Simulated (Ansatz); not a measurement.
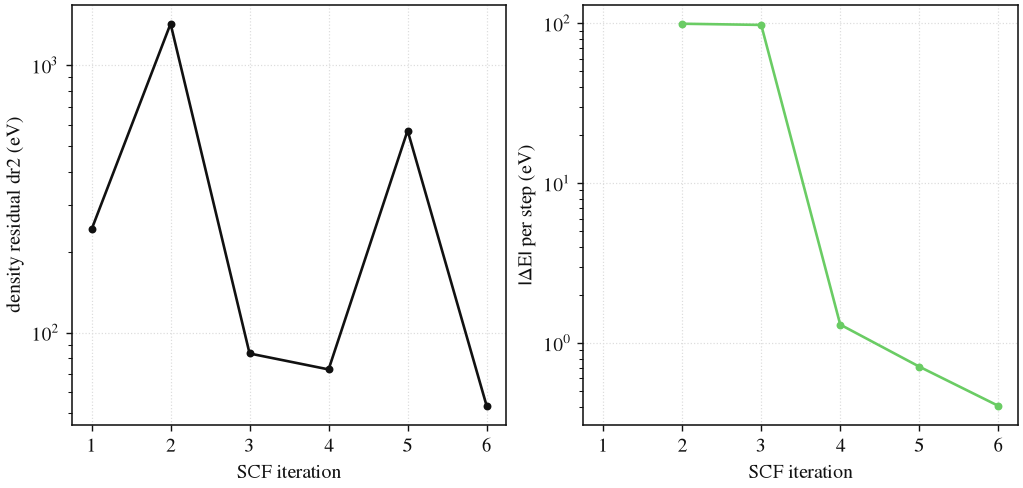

The plot shows the SCF iterations of a calculation: density residual dr2, step-to-step change of the Harris–Foulkes energy. The starting density is a sum of atomic densities corrected by a trained network.

Ti3Al4Ni (8 atoms in the cell), run with Ansatz.

```
crystal:
  lattice:
    - [10.99820768, 0.0, 0.0]
    - [0.0, 10.99820768, 0.0]
    - [0.0, 0.0, 6.84014645]
  atoms:
    - { symbol: Ti, position: [0.0, 0.0, 0.5] }
    - { symbol: Ti, position: [0.0, 0.5, 0.5] }
    - { symbol: Ti, position: [0.5, 0.0, 0.5] }
    - { symbol: Al, position: [0.7314972692, 0.7314972692, 0.0] }
    - { symbol: Al, position: [0.7314972692, 0.2685027308, 0.0] }
    - { symbol: Al, position: [0.2685027308, 0.7314972692, 0.0] }
    - { symbol: Al, position: [0.2685027308, 0.2685027308, 0.0] }
    - { symbol: Ni, position: [0.5, 0.5, 0.5] }
basis:
  ecutwfc: 420
kpoints:
  mp_grid: { grid: [6, 6, 10] }
hamiltonian:
  xc: pbe
scf:
  occupations: { method: gaussian, width: 0.1 }
  max_iter: 75
output:
  forces: true
  eigenvalues: true
  stress: true
```

Command:
```bash
ansatz run input.yaml --threads 1 --pin off --max-ram 2560MiB --backend cpu --events-out ev --progress --plain --runs-dir out
```

### Did the calculation converge?

It did not finish: the time limit cut it off after 6 iterations. The residual first shoots up to about 1.4 × 10³ at step 2. It then goes from 240 at the first step to 50 at the last.

### What is the residual at the start and at the end?

It starts near 240 and ends near 50 eV.

### Why did it fail, and what helps?

The input holds a fault, a lattice typed in bohr: crystal.lattice set to [[10.99820768, -0.0, 0.0], [-0.0, 10.99820768, 0.0], [0.0, 0.0, 6.84014645]]. The plot doesn't show it to be the cause; the time allowed was short.
